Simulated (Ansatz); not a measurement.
SiH$_{2}$Cl$_{2}$: several calculations on one system

Part 1: Relaxation

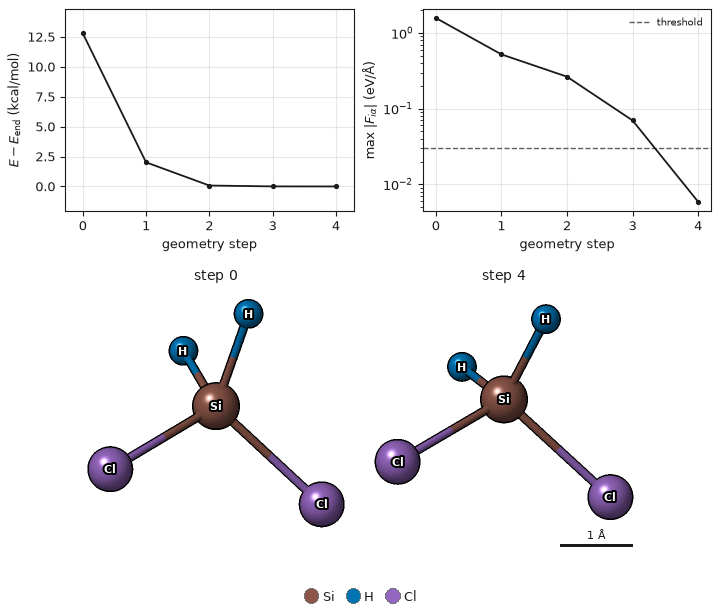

First and last geometry of a relaxation of SiH2Cl2, with the history of the run. The picture is a ball-and-stick view, seen at a tilt.

The run prepares an end point of a later path (reaction) calculation, from a guessed geometry.

Theory: Ansatz 0.2.0, RKS PBE/def2-SVP.

Input
```yaml
crystal:
  periodic: [false, false, false]
  atoms:
    - { symbol: Si, position_ang: [0.147933, 0.0, 0.104691] }
    - { symbol: H, position_ang: [0.482705, 0.0, 1.519744] }
    - { symbol: H, position_ang: [1.593664, 0.0, -0.051078] }
    - { symbol: Cl, position_ang: [-0.824301, 1.689384, -0.582829] }
    - { symbol: Cl, position_ang: [-0.824301, -1.689384, -0.582829] }
basis:
  gaussian: { orbitals: def2-SVP }
hamiltonian:
  xc: pbe
relax:
  f_tol: 0.03
  max_steps: 50
output:
  orbitals: {}
```

Run as
```bash
ansatz run input.yaml --threads 1 --pin off --max-ram 2048MiB --backend cpu --events-out ev --progress --plain --runs-dir out
```

What do the curves and the structures tell?

Answer. It converged. The largest moves after the best rigid fit, 0.32 Å, are those of H2 and H3. Largest moves by element: H 0.32 Å, Cl 0.11 Å, Si 0.10 Å. Some distances before and after: Si1–H2 1.454 → 1.495 Å, Si1–Cl4 2.067 → 2.071 Å. Bond angles that change, for instance: H2–Si1–H3 82.8° → 112.3°, H2–Si1–Cl4 115.6° → 108.5°. After 4 geometry steps the energy has fallen by 12.8 kcal/mol. The largest force component goes from 1.6 to 0.0059 eV/Å.

Part 2: Relaxation

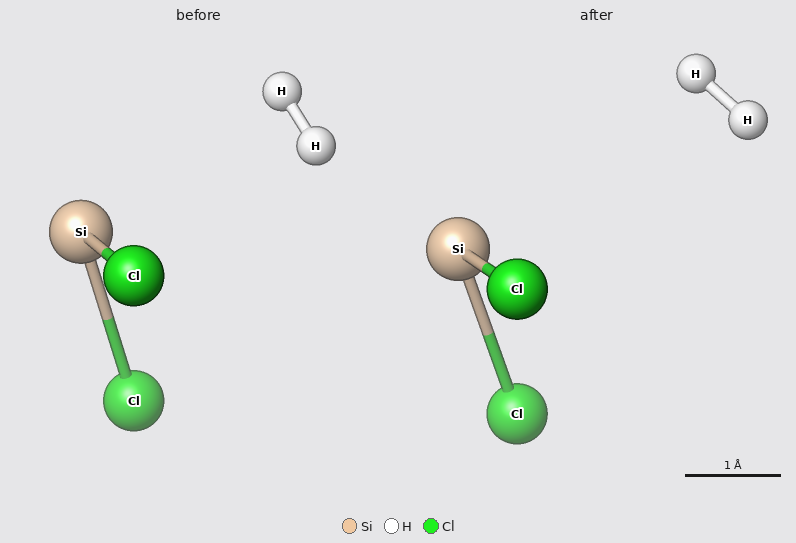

The structure of SiH2Cl2 before (left) and after (right) a relaxation, at one scale.

A ball-and-stick model, seen from a free direction.

The run prepares an end point of a later path (reaction) calculation, from a guessed geometry.

Method: Ansatz 0.2.0, RKS PBE/def2-SVP. Set-up: no spin polarisation; force threshold 0.03 eV/Å; at most 50 steps.

**What changed between the two?**

The energy falls by 8.50 kJ/mol in 4 geometry steps. The largest force component goes from 1.6 to 0.0089 eV/Å. The atom that moves furthest after the best rigid fit is an H atom (0.46 Å). Largest moves by element: H 0.46 Å, Si 0.30 Å, Cl 0.22 Å. Some distances before and after: H–H 0.722 → 0.769 Å, Cl–Si 2.124 → 2.112 Å.

Limits of the set-up: the start holds two separate molecules, 2.7 Å apart at their closest, whose relative position is a soft coordinate and is computed without a dispersion correction.

Part 3: Path

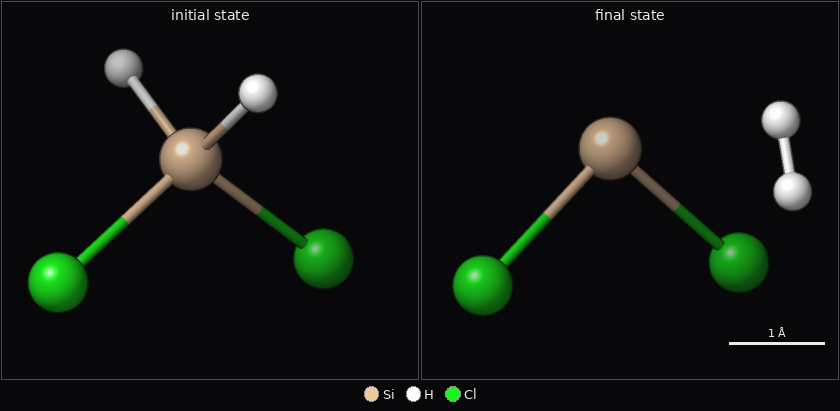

The two relaxed end points of a path for SiH2Cl2. Style: ball-and-stick. Shown at a tilt.

Theory: Ansatz, RKS PBE/def2-SVP.

Set-up: 7 movable images; climbing image; force threshold 0.05 eV/Å; iteration limit 60.

Start:
```xyz
5

Si    0.2293    0.0000    0.1623
H     0.1924    0.0000    1.6570
H     1.6263    0.0000   -0.3705
Cl   -0.7362    1.7004   -0.5205
Cl   -0.7362   -1.7004   -0.5205
```

End:
```xyz
5

Si   -0.1353    0.0012   -1.2749
H     1.3911    0.0069    1.7528
H     1.9225   -0.0052    1.1974
Cl   -1.3027    1.6386   -0.6294
Cl   -1.3000   -1.6415   -0.6382
```

**Predict the minimum-energy path and its barrier.**

Forward barrier 66.7 kcal/mol, backward barrier 32.1 kcal/mol, with image 3 at the top; the reaction energy is +34.6 kcal/mol. Breaking: Si1–H2 (1.50 → 1.74 at the top → 3.39 Å), Si1–H3 (1.50 → 1.52 at the top → 3.22 Å). Forming: H2–H3 (2.48 → 1.22 at the top → 0.77 Å). The band is converged. At the top, the vibrational analysis gives one imaginary mode (1282i cm⁻¹), as a transition state must have.

Energies of the converged images:

| image | path (Å) | E (kcal/mol) |
| --- | --- | --- |
| 0 | 0.00 | 0.0 |
| 1 | 0.42 | 9.9 |
| 2 | 0.85 | 41.5 |
| 3 | 1.27 | 66.7 |
| 4 | 1.67 | 47.7 |
| 5 | 2.06 | 37.7 |
| 6 | 2.45 | 35.5 |
| 7 | 2.85 | 34.7 |
| 8 | 3.24 | 34.6 |

The geometry at the top of the path:

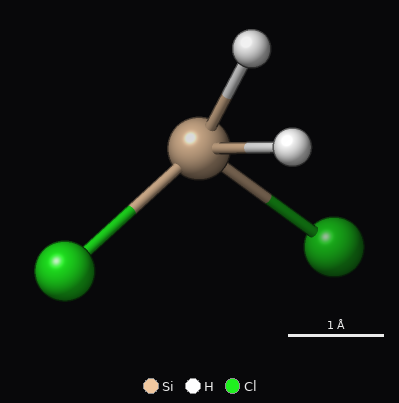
